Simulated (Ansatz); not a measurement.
# CH2AlNO: the cost of one run

Program: Ansatz 0.2.0. Level of theory: RKS BLYP-D4/def2-SVP. These are calculated values, not measurements.

## 1. Starting point

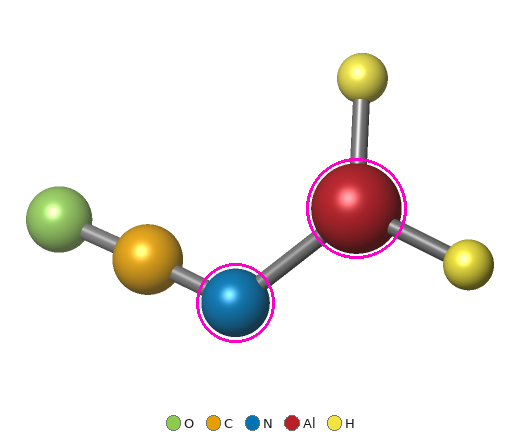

Start, viewed from a chosen angle; oxygen green, carbon amber, nitrogen blue, aluminium red, hydrogen yellow. Ringed: N3, Al4.

As a file:

```xyz
6

O     1.6334   -1.6115    1.5383
C     0.9508   -1.2279    0.5170
N     0.2751   -0.8733   -0.5309
Al   -0.6132    0.7663   -0.5199
H    -1.4983    1.1880   -1.8363
H    -0.7058    1.6943    0.7857
```

## 2. Relaxing end A

Input file input.yaml:

```yaml
crystal:
  periodic: [false, false, false]
  atoms:
    - { symbol: O, position_ang: [1.6334, -1.6115, 1.5383] }
    - { symbol: C, position_ang: [0.9508, -1.2279, 0.517] }
    - { symbol: "N", position_ang: [0.2751, -0.8733, -0.5309] }
    - { symbol: Al, position_ang: [-0.6132, 0.7663, -0.5199] }
    - { symbol: H, position_ang: [-1.4983, 1.188, -1.8363] }
    - { symbol: H, position_ang: [-0.7058, 1.6943, 0.7857] }
basis:
  gaussian: { orbitals: def2-SVP }
hamiltonian:
  xc: blyp
  dispersion: d4
relax:
  f_tol: 0.015
  max_steps: 40
```

Launch:

```sh
$ ansatz run input.yaml --threads 1 --pin off --max-ram 2048MiB --backend cpu --events-out ev --progress --plain --runs-dir out
```

What time and memory should one allow on 1 thread of Arm Neoverse V1, shared host?

About 19 s, with a peak of 0.15 GiB.
